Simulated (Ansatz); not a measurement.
**MoS3 (Pm-3m): the Drude term of Re ε in the infrared**

Re ε of MoS3 (Pm-3m) at low photon energies is read from one computed spectrum; the carriers' damping was typed as γ = 0.05 eV.

Cell: a, b, c = 4.686, 4.686, 4.686 Å (primitive vectors), 4 atoms.

Method: Ansatz 0.2.0, PBE, independent particles, k-mesh 9×9×9 with interpolation inside its cells, Gaussian parameter 0.1 eV.

Launch of the response step: `ansatz run input.yaml --threads 2 --pin off --max-ram 5120MiB --backend cpu --events-out ev --progress --plain --runs-dir out`. The run took 47 s, on 2 threads of Arm Neoverse V2, with other jobs on the host.

```tsv
photon energy E (eV)	wavelength (µm)	Re ε
0.25	4.96	-302.6
0.30	4.13	-211.7
0.35	3.54	-155.0
0.40	3.10	-115.9
0.50	2.48	?
0.60	2.07	-35.0
0.70	1.77	-14.6
```

A Drude term over a constant background gives Re ε = ε_b − ωp²/(E² + γ²), linear in 1/(E² + γ²).

Working, on the rows shown:

| x = 1/(E² + γ²) (eV⁻²) | y = Re ε |
| --- | --- |
| 15.3846 | -302.6 |
| 10.8108 | -211.7 |
| 8 | -155 |
| 6.15385 | -115.9 |
| 2.75862 | -35 |
| 2.03046 | -14.6 |

Means: x̄ = 7.5231, ȳ = -139.13. Σ(x − x̄)(y − ȳ) = -2743, Σ(x − x̄)² = 127.6. Slope = -2743 / 127.6 = -21.5; intercept = ȳ − slope · x̄ = 22.621. The line misses the rows shown by at most 6.4.

Problem. Predict the last column of the withheld row from the fit.

Solution. At x = 3.9604 the line gives y = -62.532. The run gave -65.5, so the interpolation is off by 3, 1.0 % of the range in the table.

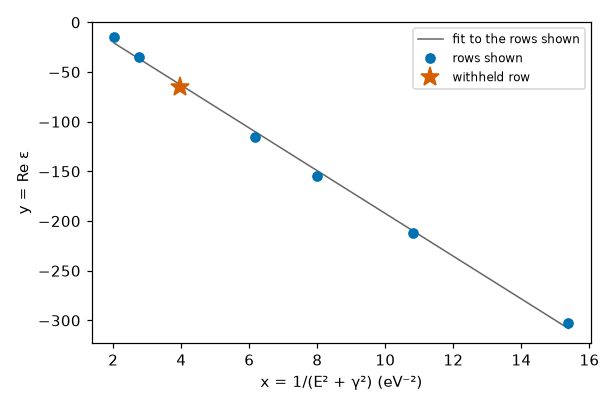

Refitted with all rows, the slope is -21.44 and the intercept 21.738. These give ωp = √(−slope) = 4.63 eV, against 4.60 eV from the program's Fermi-surface sum, and an intercept of 21.7. Taking the program's Drude term off the rows leaves 23 at the lowest energy and 28 at the highest, so the background isn't constant: interband transitions lie in or near the window, and neither fitted number can be trusted. The structure is a model and need not exist. The values come from a sum over the points of one k-mesh and carry its error, which is largest for Fermi-surface quantities. Spin-orbit coupling is left out.

[Logs are printed without paths, hosts, clocks, repeated set-up lines and the standing remarks that a program may print on its own settings, such as how far it seeks lower states.]
